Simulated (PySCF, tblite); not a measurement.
# C6H12O2Si: geometry, infrared bands and NMR shifts

Wanted: the infrared bands and NMR shifts of C6H12O2Si (`C=C1CO[C@@H](CO)C[SiH2]1`), by calculation.

Programs: tblite 0.8.0 and PySCF 2.14.0, with density-fitted response routines of our own. Each step states its level of theory. These are calculated values for one molecule in the gas phase, unless marked as measured. Atoms are numbered from 0 throughout.

### Step 1. The molecule as given

21 atoms, charge 0, multiplicity 1; geometry from: force field or distance geometry start.

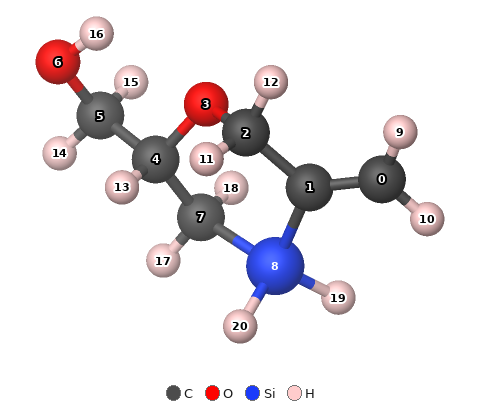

As it starts; carbon dark grey, oxygen red, silicon blue, hydrogen pink, atoms numbered; sticks join atoms by distance.

### Step 2. Relaxing the molecule with GFN2-xTB

Job settings and geometry (Å):

```
{"job": {"kind": "relax", "xc": "GFN2-xTB", "basis": "xTB"}, "charge": 0, "multiplicity": 1}
C     -2.948700     0.877300    -0.791500
C     -1.676900     0.492200    -0.815000
C     -0.503100     1.417400    -0.556800
O      0.346600     0.945000     0.471300
C      1.169800    -0.177000     0.078600
C      2.295800    -0.294300     1.099000
O      3.061700     0.917600     1.108300
C      0.347200    -1.457500     0.038900
Si    -1.133300    -1.278800    -1.101600
H     -3.233000     1.914200    -0.596800
H     -3.782300     0.186800    -0.960300
H      0.059200     1.596500    -1.475700
H     -0.884000     2.400100    -0.216500
H      1.619900     0.055000    -0.909000
H      2.971500    -1.112100     0.862200
H      1.902500    -0.438700     2.124500
H      2.401300     1.631000     1.212700
H      0.955400    -2.317700    -0.277700
H     -0.044500    -1.676600     1.044200
H     -2.209700    -2.241000    -0.762700
H     -0.724200    -1.422100    -2.514400
```

Started as:

```bash
> OMP_NUM_THREADS=1 python probes_run.py task.json out
```

The driver reads the jobs from task.json and runs them one after another.

The program printed:

```text
step      E/eV     max force
  0    -783.15098    1.330
  1    -783.21357    0.405
  2    -783.23177    0.285
  3    -783.24372    0.289
  4    -783.25256    0.257
  5    -783.25807    0.156
  6    -783.26291    0.174
  7    -783.26613    0.102
  8    -783.26765    0.081
  9    -783.26893    0.086
 10    -783.27024    0.115
 11    -783.27141    0.090
 12    -783.27216    0.054
 13    -783.27261    0.044
 14    -783.27298    0.049
 15    -783.27331    0.050
 16    -783.27359    0.033
 17    -783.27383    0.034
 18    -783.27407    0.034
 19    -783.27430    0.031
 20    -783.27448    0.036
 21    -783.27461    0.033
 22    -783.27472    0.023
 23    -783.27482    0.019
 24    -783.27490    0.021
 25    -783.27496    0.020
 26    -783.27500    0.014
 27    -783.27504    0.016
 28    -783.27508    0.015
 29    -783.27511    0.012
 30    -783.27514    0.010
 31    -783.27517    0.014
 32    -783.27520    0.014
 33    -783.27524    0.013
 34    -783.27526    0.010
 35    -783.27528    0.014
 36    -783.27532    0.015
 37    -783.27535    0.014
 38    -783.27538    0.012
 39    -783.27540    0.010
 40    -783.27543    0.014
 41    -783.27546    0.013
 42    -783.27549    0.013
 43    -783.27551    0.011
 44    -783.27552    0.009
```

Run time: 0.63 s. Hardware: 1 thread of Arm Neoverse N1, shared host; peak memory 0.18 GiB.

The steps of the relaxation: (not every step is listed)

| step | energy from step 0 (eV) | largest force (eV/Å) |
| --- | --- | --- |
| 0 | 0.0000 | 1.3302 |
| 1 | -0.0626 | 0.4053 |
| 2 | -0.0808 | 0.2848 |
| 3 | -0.0927 | 0.2888 |
| 4 | -0.1016 | 0.2568 |
| 5 | -0.1071 | 0.1562 |
| 6 | -0.1119 | 0.1740 |
| 7 | -0.1151 | 0.1015 |
| 8 | -0.1167 | 0.0815 |
| 11 | -0.1204 | 0.0902 |
| 14 | -0.1220 | 0.0488 |
| 17 | -0.1228 | 0.0341 |
| 20 | -0.1235 | 0.0357 |
| 23 | -0.1238 | 0.0187 |
| 26 | -0.1240 | 0.0145 |
| 29 | -0.1241 | 0.0121 |
| 32 | -0.1242 | 0.0145 |
| 35 | -0.1243 | 0.0139 |
| 38 | -0.1244 | 0.0120 |
| 39 | -0.1244 | 0.0097 |
| 40 | -0.1245 | 0.0136 |
| 41 | -0.1245 | 0.0131 |
| 42 | -0.1245 | 0.0128 |
| 43 | -0.1245 | 0.0108 |
| 44 | -0.1245 | 0.0090 |

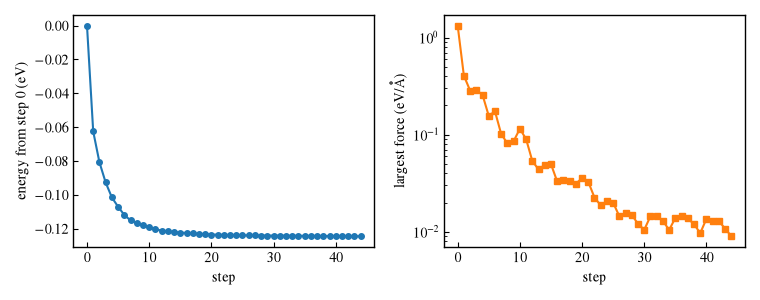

Energy and force, step by step.

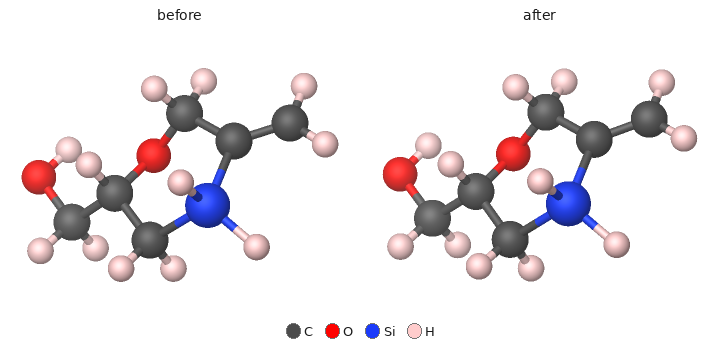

Before and after, at one scale.

Distances of close pairs at the start and the end, largest changes first:

| bond | before (Å) | after (Å) | change (Å) |
| --- | --- | --- | --- |
| C5–O6 | 1.434 | 1.402 | -0.032 |
| O3–C4 | 1.446 | 1.419 | -0.027 |
| C7–Si8 | 1.877 | 1.904 | +0.026 |
| Si8–H19 | 1.483 | 1.463 | -0.020 |
| C0–H10 | 1.096 | 1.077 | -0.019 |
| C2–H12 | 1.108 | 1.094 | -0.013 |
| C0–H9 | 1.093 | 1.080 | -0.012 |
| C2–H11 | 1.092 | 1.104 | +0.012 |

The final coordinates are the input of the step that follows.

### Step 3. Infrared spectrum with GFN2-xTB

Job settings and geometry (Å):

```
{"job": {"kind": "ir", "xc": "GFN2-xTB", "basis": "xTB"}, "charge": 0, "multiplicity": 1}
C     -2.930511     0.917904    -0.794449
C     -1.680408     0.479565    -0.806640
C     -0.525723     1.406195    -0.525653
O      0.357077     0.923598     0.461920
C      1.144479    -0.192557     0.077067
C      2.284874    -0.251402     1.102923
O      3.037052     0.931404     1.105128
C      0.346174    -1.494872     0.045374
Si    -1.151103    -1.304901    -1.114653
H     -3.178944     1.949328    -0.591454
H     -3.758745     0.259891    -0.996686
H      0.029752     1.580937    -1.463756
H     -0.880960     2.369117    -0.145860
H      1.575676     0.003581    -0.919566
H      2.973187    -1.062572     0.858476
H      1.850406    -0.435324     2.096309
H      2.405942     1.659825     1.172610
H      1.005479    -2.305446    -0.262424
H      0.015164    -1.714791     1.061504
H     -2.214729    -2.253860    -0.787227
H     -0.713057    -1.448678    -2.511226
```

The program printed:

```text
mode    cm-1     km/mol
  1      56.9      0.33
  2      78.3      2.06
  3     118.1      2.98
  4     165.8      1.32
  5     244.6      4.01
  6     263.1      6.46
  7     287.9      9.16
  8     344.8      1.44
  9     357.3      3.59
 10     429.7    113.21
 11     453.7     45.76
 12     460.4     28.07
 13     517.4     93.53
 14     544.9      1.21
 15     594.5     25.94
 16     634.3     10.85
 17     678.9    161.65
 18     712.4      2.34
 19     765.0    195.07
 20     781.2     96.62
 21     802.2    103.94
 22     845.9     31.05
 23     915.4     22.89
 24     946.8     17.76
 25     972.0     24.14
 26     996.0     36.36
 27    1041.9      9.55
 28    1077.7     26.78
 29    1082.1    117.77
 30    1103.4     97.62
 31    1143.5     10.70
 32    1175.6      4.55
 33    1203.2     13.54
 34    1212.5     28.63
 35    1246.1      9.70
 36    1296.2     10.08
 37    1316.6     79.42
 38    1320.4      4.17
 39    1337.2     18.77
 40    1353.7     49.34
 41    1418.1      1.71
 42    1449.8      1.58
 43    1461.5      1.53
 44    1467.9      1.12
 45    1687.3      6.21
 46    2206.0    312.03
 47    2271.2    330.43
 48    2818.6     58.89
 49    2833.4     54.19
 50    2880.2     76.78
 51    2947.5     39.00
 52    2980.6     41.99
 53    2988.9     13.03
 54    2997.4     49.36
 55    3067.2     43.00
 56    3111.5     34.62
 57    3508.8     24.00
```

It took 1.6 s on 1 thread of Arm Neoverse N1, shared host; peak memory 0.18 GiB.

The strongest bands and the atoms that carry them (share of the mass-weighted mode):

| cm⁻¹ | km/mol | atoms |
| --- | --- | --- |
| 430 | 113.2 | H16 50 % |
| 679 | 161.7 | H20 43 %, H19 19 % |
| 765 | 195.1 | H20 51 %, H19 39 % |
| 802 | 103.9 | C7 30 %, H17 24 %, H18 13 % |
| 1082 | 117.8 | O3 27 %, C2 20 %, O6 18 %, C5 16 % |
| 1103 | 97.6 | C4 26 %, C5 17 %, O3 17 %, O6 12 % |
| 2206 | 312.0 | H20 97 % |
| 2271 | 330.4 | H19 97 % |

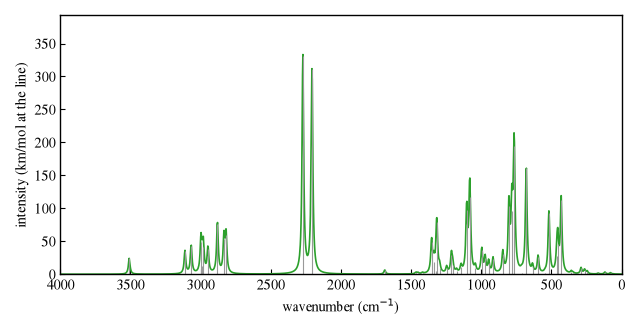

The infrared spectrum from these modes, unscaled. Lines are broadened to a width of 14 cm⁻¹ (Lorentzian).

### Step 4. Nuclear shieldings: PBE0/pcSseg-1

Settings changed since step 3:

```diff
@@ -1,2 +1,2 @@
-{"job": {"kind": "ir", "xc": "GFN2-xTB", "basis": "xTB"}, "charge": 0, "multiplicity": 1}
+{"job": {"kind": "nmr", "xc": "PBE0", "basis": "pcSseg-1"}, "charge": 0, "multiplicity": 1}
 C     -2.930511     0.917904    -0.794449
```

Method: GIAO PBE0/pcSseg-1 NMR shielding, non-relativistic, gas phase.

The program printed:

```text
coarse grid: 17752 points
cycle   1  E = -674.9472699998  dE =  1.168e+00  |g| = 8.060e-01  |ddm| = 4.092e+00
cycle   2  E = -674.8507540116  dE =  9.652e-02  |g| = 1.100e+00  |ddm| = 1.585e+00
cycle   3  E = -675.0702051015  dE = -2.195e-01  |g| = 1.042e-01  |ddm| = 1.030e+00
cycle   4  E = -675.0719391903  dE = -1.734e-03  |g| = 4.571e-02  |ddm| = 1.115e-01
cycle   5  E = -675.0723938178  dE = -4.546e-04  |g| = 9.947e-03  |ddm| = 4.350e-02
cycle   6  E = -675.0724082868  dE = -1.447e-05  |g| = 4.270e-03  |ddm| = 1.001e-02
cycle   7  E = -675.0724118117  dE = -3.525e-06  |g| = 6.798e-04  |ddm| = 4.048e-03
final grid: 166056 points
cycle   8  E = -675.1475208911  dE = -4.064e-05  |g| = 1.392e-02  |ddm| = 3.484e-02
cycle   9  E = -675.1474802672  dE =  4.062e-05  |g| = 2.038e-02  |ddm| = 2.439e-02
cycle  10  E = -675.1475585095  dE = -7.824e-05  |g| = 1.547e-03  |ddm| = 1.504e-02
cycle  11  E = -675.1475590289  dE = -5.194e-07  |g| = 2.916e-04  |ddm| = 1.509e-03
cycle  12  E = -675.1475590433  dE = -1.440e-08  |g| = 1.629e-04  |ddm| = 3.612e-04
cycle  13  E = -675.1475590493  dE = -6.004e-09  |g| = 3.541e-05  |ddm| = 1.661e-04
cycle  14  E = -675.1475590496  dE = -2.797e-10  |g| = 1.307e-05  |ddm| = 4.852e-05
converged SCF energy = -675.1475590496

GIAO shielding tensors (ppm)
atom      isotropic    diamagn.    paramagn.     s11        s22        s33       span
  0 C       53.024     249.846    -196.822    -60.531     68.028    151.576    212.107
  1 C       37.087     265.848    -228.762    -79.129     11.432    178.957    258.086
  2 C      105.323     243.136    -137.814     80.932     91.867    143.169     62.237
  3 O      266.836     401.335    -134.499    245.132    251.012    304.363     59.231
  4 C      104.155     247.457    -143.302     86.631     90.812    135.021     48.390
  5 C      112.560     245.521    -132.960     85.208    104.209    148.264     63.056
  6 O      306.173     388.797     -82.625    278.823    309.644    330.052     51.229
  7 C      173.288     253.433     -80.145    154.809    173.168    191.886     37.078
  8 Si     404.380     881.171    -476.791    378.617    405.931    428.593     49.976
  9 H       25.683      30.129      -4.446     21.984     25.194     29.871      7.887
 10 H       25.950      29.212      -3.262     22.554     24.698     30.598      8.044
 11 H       27.352      30.735      -3.383     23.482     27.236     31.336      7.854
 12 H       27.151      31.805      -4.654     22.483     26.722     32.249      9.766
 13 H       28.288      33.042      -4.754     25.138     28.096     31.630      6.492
 14 H       28.038      29.403      -1.365     23.417     29.298     31.399      7.982
 15 H       27.904      30.687      -2.783     23.157     28.914     31.639      8.481
 16 H       29.870      33.696      -3.826     19.199     30.541     39.869     20.670
 17 H       31.088      31.514      -0.426     26.124     29.223     37.916     11.792
 18 H       30.934      32.609      -1.675     26.697     29.895     36.211      9.514
 19 H       27.290      29.427      -2.137     23.959     25.110     32.803      8.844
 20 H       27.096      29.009      -1.914     24.126     25.055     32.106      7.981
```

Wall time 86 s (1 thread of Arm Neoverse N1, shared host); peak memory 1.1 GiB.

The references, computed at this level on geometries of the same kind, shield at (ppm): ¹H TMS 31.72, ¹³C TMS 186.9, ²⁹Si TMS 349.2, ¹⁷O H2O 336.1. Their shielding less the atom's gives the shift. The references are single molecules in the gas phase, so shifts against H2O, NH3, PH3, H3PO4 or CFCl3 are not on the usual liquid scales and can be off by tens of ppm.

| atoms | environment | σ (ppm) | δ (ppm) | δ scaled to CDCl3 |
| --- | --- | --- | --- | --- |
| C1 | fully substituted alkene carbon | 37.1 | 149.8 | 144.3 |
| C0 | terminal =CH2 carbon | 53.0 | 133.9 | 128.8 |
| C4 | sp3 CH bonded to O | 104.2 | 82.8 | 78.9 |
| C2 | allylic sp3 CH2 bonded to O | 105.3 | 81.6 | 77.7 |
| C5 | sp3 CH2 bonded to O | 112.6 | 74.4 | 70.7 |
| C7 | sp3 CH2 bonded to Si | 173.3 | 13.6 | 11.4 |
| H9 | hydrogen on a terminal =CH2 carbon | 25.68 | 6.03 | 5.79 |
| H10 | hydrogen on a terminal =CH2 carbon | 25.95 | 5.77 | 5.54 |
| H20 | hydrogen on a silicon bonded to 2 C, in a 6-membered ring | 27.10 | 4.62 | – |
| H12 | hydrogen on an allylic sp3 CH2 bonded to O | 27.15 | 4.57 | 4.41 |
| H19 | hydrogen on a silicon bonded to 2 C, in a 6-membered ring | 27.29 | 4.43 | – |
| H11 | hydrogen on an allylic sp3 CH2 bonded to O | 27.35 | 4.37 | 4.22 |
| H15 | hydrogen on an sp3 CH2 bonded to O | 27.90 | 3.81 | 3.70 |
| H14 | hydrogen on an sp3 CH2 bonded to O | 28.04 | 3.68 | 3.57 |
| H13 | hydrogen on an sp3 CH bonded to O | 28.29 | 3.43 | 3.34 |
| H16 | hydrogen on an alcohol oxygen | 29.87 | 1.85 | – |
| H18 | hydrogen on an sp3 CH2 bonded to Si | 30.93 | 0.78 | 0.84 |
| H17 | hydrogen on an sp3 CH2 bonded to Si | 31.09 | 0.63 | 0.70 |
| O3 | ether oxygen | 266.8 | 69.2 | – |
| O6 | alcohol oxygen | 306.2 | 29.9 | – |
| Si8 | silicon bonded to 2 C, 2 H, in a 6-membered ring | 404.4 | -55.2 | – |

The scaled column applies a straight-line fit of computed shieldings to shifts measured in CDCl3 (root-mean-square error 0.16 ppm for H, 1.9 ppm for C).

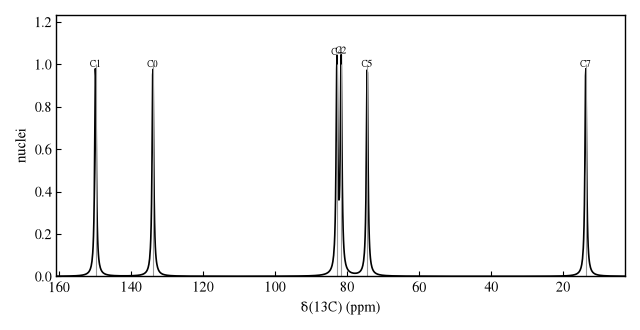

¹³C lines at the computed shifts, without couplings. Lines are broadened to a width of 0.54 ppm (Lorentzian).

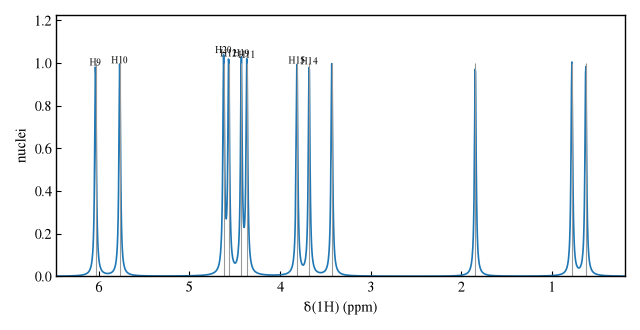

¹H lines at the computed shifts, without couplings. Lines are broadened to a width of 0.02 ppm (Lorentzian).

The run also stored atomic charges by several schemes (e):

| atoms | Mulliken | IAO | Hirshfeld | ESP fit |
| --- | --- | --- | --- | --- |
| C0 | -0.08 | -0.29 | -0.09 | -0.47 |
| C1 | -0.58 | -0.27 | -0.09 | -0.03 |
| C2 | 0.16 | -0.05 | 0.00 | -0.07 |
| O3 | -0.53 | -0.40 | -0.13 | -0.30 |
| C4 | -0.08 | 0.08 | 0.04 | 0.19 |
| C5 | 0.17 | -0.04 | -0.01 | -0.01 |
| O6 | -0.46 | -0.55 | -0.24 | -0.57 |
| C7 | -0.47 | -0.56 | -0.17 | -0.41 |
| Si8 | 0.73 | 0.75 | 0.33 | 0.53 |

Mulliken charges:

C0 -0.08; C1 -0.58; C2 0.16; O3 -0.53; C4 -0.08; C5 0.17; O6 -0.46; C7 -0.47; Si8 0.73; H9 0.11; H10 0.11; H11 0.12; H12 0.12; H13 0.11; H14 0.11; H15 0.10; H16 0.23; H17 0.14; H18 0.14; H19 -0.09; H20 -0.07

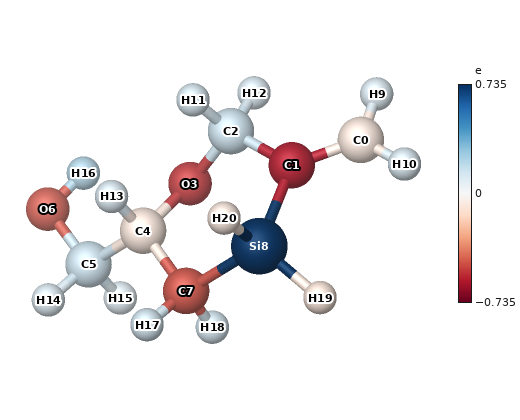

Mulliken charges, as colours on the atoms.

Mayer bond orders: C0–C1 2.00, C1–C2 1.00, C2–O3 0.92, O3–C4 0.89, C4–C5 1.01, C5–O6 0.97, C4–C7 1.00, C7–Si8 0.89, Si8–C1 0.83.

Ring of atoms C1, C2, O3, C4, C7, Si8: NICS(0) -1.5, NICS(1) -1.7, NICS(1)zz 3.0 ppm (means of both faces).

### Step 5. Summary of results

```
                                 quantity                                                                       value
strongest single infrared mode (GFN2-xTB)                                                       2271 cm⁻¹, 330 km/mol
             zero-point energy (GFN2-xTB)                                                              104.3 kcal/mol
   ¹³C shifts against TMS (PBE0/pcSseg-1)                                    149.8, 133.9, 82.8, 81.6, 74.4, 13.6 ppm
    ¹H shifts against TMS (PBE0/pcSseg-1)  6.03, 5.77, 4.62, 4.57, 4.43, 4.37, 3.81, 3.68, 3.43, 1.85, 0.78, 0.63 ppm
   ¹⁷O shifts against H2O (PBE0/pcSseg-1)                                                              69.2, 29.9 ppm
  ²⁹Si shifts against TMS (PBE0/pcSseg-1)                                                                   -55.2 ppm
```

What this shows: Over 44 steps the energy fell by 0.125 eV; of the close pairs, C5–O6 changed most, 1.434 to 1.402 Å. No mode is imaginary among the 57: a minimum at this level. The strongest single mode, at 2271 cm⁻¹, moves mainly H19. GFN2-xTB is a fitted tight-binding method: band positions and strengths are rough. Its intensities can rank the bands wrongly. C1 (fully substituted alkene carbon) lies farthest downfield among carbon, at 149.8 ppm; an sp2 carbon of a C=C bond. At PBE0/pcSseg-1: The largest span, 258 ppm, is at C1, where the paramagnetic term is -229 ppm.
